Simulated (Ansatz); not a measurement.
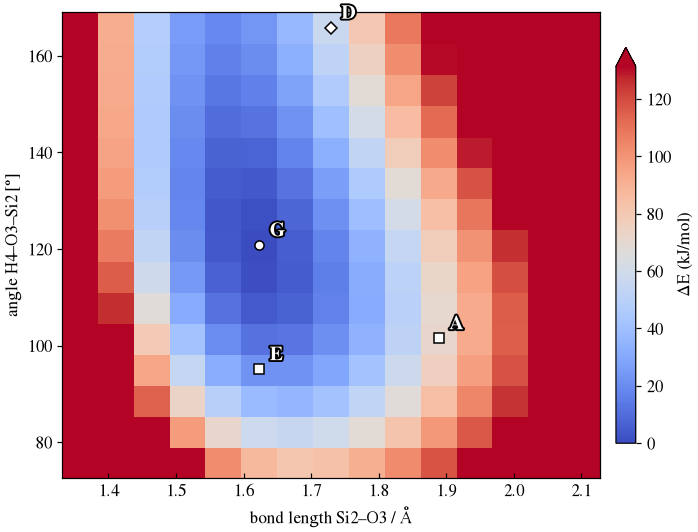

HNOSi, SMILES N#[Si]O. Coordinates scanned: (1) bond length Si2–O3; (2) angle H4–O3–Si2. Nothing is relaxed (all other coordinates rigid). Grid: 15 × 15 points. Energies: kJ/mol, counted from the lowest grid point. The calculation used Ansatz, RKS PBE0-D4/def2-TZVP.

In the figure: one coloured cell a grid point, one colour for all values above the top of the scale, lettered points.

> What kind of point is each of A, E, G: minimum, saddle, maximum or slope?

A: on a slope; E: on a slope; G: minimum. (In these two coordinates alone; a stationary point may lie a little off the grid point.)

> Rank the lettered points by energy, lowest first.

G (0 kJ/mol), E (22 kJ/mol), D (57 kJ/mol), A (72 kJ/mol).
